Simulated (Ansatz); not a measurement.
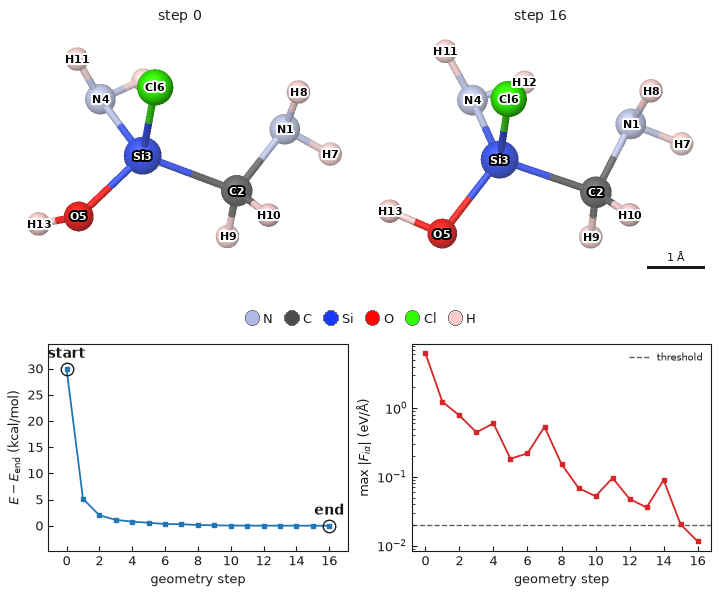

First and last geometry of a relaxation of CH7ClN2OSi, with the history of the run. A ball-and-stick model, seen at a tilt.

The run prepares the start of a later molecular dynamics calculation, from a guessed geometry.

The calculation used Ansatz 0.2.0, RKS r2SCAN-D4/STO-3G. Settings: no spin polarisation; force threshold 0.02 eV/Å; at most 40 steps.

**Did the run converge, and what did it change?**

It converged. The energy falls by 29.9 kcal/mol in 16 geometry steps. Largest force component: 6.3 eV/Å at the start, 0.011 eV/Å at the end. The largest move after the best rigid fit is that of H13, 0.64 Å. Largest moves by element: H 0.64 Å, O 0.35 Å, Cl 0.29 Å, N 0.28 Å, Si 0.09 Å, C 0.04 Å. Among the contacts that change: N4–H11 0.935 → 1.048 Å, Si3–Cl6 2.075 → 2.152 Å, Si3–O5 1.619 → 1.689 Å, N1–H7 0.991 → 1.061 Å. Among the angles between lasting bonds that change: Si3–O5–H13 115.3° → 104.8°, N4–Si3–O5 104.1° → 114.5°, H7–N1–H8 110.8° → 101.5°. Groups turn about Si3–O5 by about 65°.

Limits of the set-up: STO-3G is a minimal basis, so the numbers are rough.
